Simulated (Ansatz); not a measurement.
# CCSDT(Q)/B/ANO-RCC-VDZ (sfX2C, start density atoms) run of CH3In (SMILES C[In])

Aim: the energy difference between two shapes of CH3In at CCSDT(Q)/B/ANO-RCC-VDZ (sfX2C, start density atoms), from 2 runs. 

The calculation is run with Ansatz 0.2.0.

8 further runs of the same task are left out: 6 for a known fault of the program, 2 that didn't finish. Runs told in other sessions of the task aren't counted.

## Step 1: The molecule

CH3In has 5 atoms, charge 0, and is taken as a singlet. SMILES: `C[In]`. Geometry: relaxed at PBE0-D4/def2-TZVP.

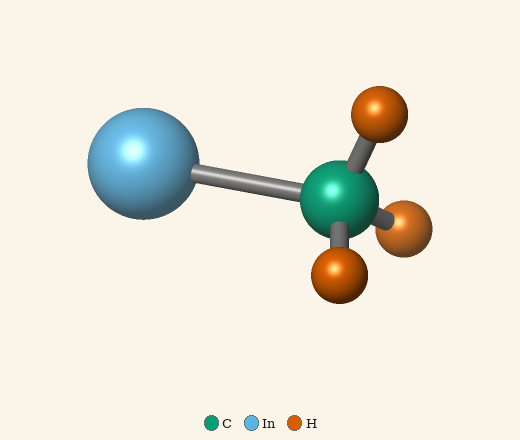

Viewed from a chosen angle; carbon teal, indium blue, hydrogen orange.

## Step 2: Energy and gradient at CCSDT(Q)/B/ANO-RCC-VDZ (sfX2C, start density atoms)

The input, in.yaml:

```yaml
crystal:
  periodic: [false, false, false]
  atoms:
    - {symbol: C, position_ang: [-0.182770, 0.073150, -0.070580]}
    - {symbol: In, position_ang: [1.772750, -0.709460, 0.684610]}
    - {symbol: H, position_ang: [-0.972960, -0.040920, 0.680150]}
    - {symbol: H, position_ang: [-0.502560, -0.460530, -0.972760]}
    - {symbol: H, position_ang: [-0.114460, 1.137770, -0.321410]}
basis:
  gaussian:
    orbitals: ANO-RCC-VDZ.json
correlation:
  method: ccsdt_q_b
  frozen_orbitals: {C: 1, H: 0, In: 18}
accuracy: high
output: {forces: true, orbitals: {seedname: orbitals}}
```

The basis set ANO-RCC-VDZ is read from a file made from the Basis Set Exchange's data (not shown).

Command:

```console
$ ansatz run in.yaml --threads 1 --pin off --max-ram 3480MiB --events-out events.jsonl --progress --plain --runs-dir runs
```

Standard output, cut to the lines that bear on the results:

```text
Warning: RAYON_NUM_THREADS=1 ignored (pool sized by the plan → 1); use --threads N
Functional definition: HF
  name "HF"
[...]
1170 factors; integrals over basis functions are off by at most 4.9e-9 eV
[...]
mean field -161031.82664934 eV, -5917.8104780707 hartree, gradient 1.8e-8 eV, S^2 0.000000; 0 other end points of the search recorded, 0 dependent functions left out
19 core orbitals not correlated: weight in the atoms' cores, before any rotation towards them, 1.000 or more for the frozen orbitals, at most 0.000 for the correlated occupied ones
reference -161031.82664934 eV, -5917.8104780707 hartree; 10, 10 occupied and 17, 17 virtual orbitals, 1170 factors
second order -3.54534091 eV of doubles, -0.00000000 eV of singles
cycle   1  -3.98427150 eV  change   -4.4e-1 eV  update   7.6e-2
[...]
cycle  20  -4.36627139 eV  change    1.2e-9 eV  update  7.9e-10
perturbative correction -0.00469754 eV, -0.0001726314 hartree
[...]
Total energy: -161036.19761826 eV, -5917.9711082160 hartree
Relativity: scalar
Atom 0 at    -0.182770     0.073150    -0.070580 Å, force     0.141001    -0.056580     0.054490 eV/Å
Atom 1 at     1.772750    -0.709460     0.684610 Å, force     0.376148    -0.150533     0.145262 eV/Å
Atom 2 at    -0.972960    -0.040920     0.680150 Å, force    -0.435703    -0.081421     0.459396 eV/Å
Atom 3 at    -0.502560    -0.460530    -0.972760 Å, force    -0.156082    -0.330853    -0.523150 eV/Å
Atom 4 at    -0.114460     1.137770    -0.321410 Å, force     0.074636     0.619387    -0.135998 eV/Å
Dipole moment:     0.048321    -0.019337     0.018661 e Å
```

Wall time 2.1 min (1 thread of Arm Neoverse V2, shared host); peak memory 0.88 GiB.

## Step 3: The distorted shape at the same level

The input, in.yaml:

```yaml
crystal:
  periodic: [false, false, false]
  atoms:
    - {symbol: C, position_ang: [-0.157605, 0.104672, -0.083135]}
    - {symbol: In, position_ang: [1.765815, -0.703858, 0.658666]}
    - {symbol: H, position_ang: [-0.939008, -0.043883, 0.680858]}
    - {symbol: H, position_ang: [-0.473135, -0.455339, -1.009962]}
    - {symbol: H, position_ang: [-0.101898, 1.117853, -0.323396]}
basis:
  gaussian:
    orbitals: ANO-RCC-VDZ.json
correlation:
  method: ccsdt_q_b
  frozen_orbitals: {C: 1, H: 0, In: 18}
accuracy: high
output: {forces: true, orbitals: {seedname: orbitals}}
```

The basis set ANO-RCC-VDZ is read from a file made from the Basis Set Exchange's data (not shown).

Command:

```console
$ ansatz run in.yaml --threads 1 --pin off --max-ram 3480MiB --events-out events.jsonl --progress --plain --runs-dir runs
```

Standard output, cut to the lines that bear on the results:

```text
Warning: RAYON_NUM_THREADS=1 ignored (pool sized by the plan → 1); use --threads N
Functional definition: HF
  name "HF"
[...]
1171 factors; integrals over basis functions are off by at most 4.7e-9 eV
[...]
mean field -161031.75130591 eV, -5917.8077092508 hartree, gradient 1.8e-8 eV, S^2 0.000000; 0 other end points of the search recorded, 0 dependent functions left out
19 core orbitals not correlated: weight in the atoms' cores, before any rotation towards them, 1.000 or more for the frozen orbitals, at most 0.000 for the correlated occupied ones
reference -161031.75130591 eV, -5917.8077092508 hartree; 10, 10 occupied and 17, 17 virtual orbitals, 1171 factors
second order -3.53541679 eV of doubles, -0.00000000 eV of singles
cycle   1  -3.97362949 eV  change   -4.4e-1 eV  update   7.6e-2
[...]
cycle  21  -4.35210388 eV  change    1.0e-9 eV  update   1.6e-9
perturbative correction -0.00468957 eV, -0.0001723385 hartree
[...]
Total energy: -161036.10809936 eV, -5917.9678184571 hartree
Relativity: scalar
Atom 0 at    -0.157605     0.104672    -0.083135 Å, force    -0.451360    -2.444939    -0.161989 eV/Å
Atom 1 at     1.765815    -0.703858     0.658666 Å, force     0.612905    -0.247588     0.224538 eV/Å
Atom 2 at    -0.939008    -0.043883     0.680858 Å, force    -0.327058    -0.024735     0.232291 eV/Å
Atom 3 at    -0.473135    -0.455339    -1.009962 Å, force     0.050670     0.144028     0.279378 eV/Å
Atom 4 at    -0.101898     1.117853    -0.323396 Å, force     0.114843     2.573234    -0.574218 eV/Å
Dipole moment:     0.035851    -0.002695     0.012623 e Å
```

Wall time 2.1 min (1 thread of Arm Neoverse V2, shared host); peak memory 0.88 GiB.

## Step 4: What came out

At CCSDT(Q)/B/ANO-RCC-VDZ (sfX2C, start density atoms), 19 core orbitals frozen:

```
                                                     quantity           value
                                    first shape: total energy  -5917.97111 Eh
              first shape: dipole moment (correlated density)          0.27 D
             first shape: HOMO energy (Hartree–Fock orbitals)        -7.27 eV
             first shape: LUMO energy (Hartree–Fock orbitals)         1.15 eV
           first shape: HOMO–LUMO gap (Hartree–Fock orbitals)         8.41 eV
    first shape: correlation energy (19 core orbitals frozen)      -160.6 mEh
                                   first shape: T1 diagnostic           0.009
                        first shape: largest force on an atom      0.639 eV/Å
                                distorted shape: total energy  -5917.96782 Eh
          distorted shape: dipole moment (correlated density)          0.18 D
         distorted shape: HOMO energy (Hartree–Fock orbitals)        -7.24 eV
         distorted shape: LUMO energy (Hartree–Fock orbitals)         1.16 eV
       distorted shape: HOMO–LUMO gap (Hartree–Fock orbitals)         8.39 eV
distorted shape: correlation energy (19 core orbitals frozen)      -160.1 mEh
                               distorted shape: T1 diagnostic           0.009
                    distorted shape: largest force on an atom      2.639 eV/Å
                       energy change with the atoms displaced        0.090 eV
```

In words: With the atoms displaced the energy rises by 0.09 eV (2.1 kcal/mol). The first shape isn't relaxed at this level, so the change isn't measured from a minimum. The largest force (first shape) is 0.64 eV/Å: the shape isn't a stationary point for this species at this level.
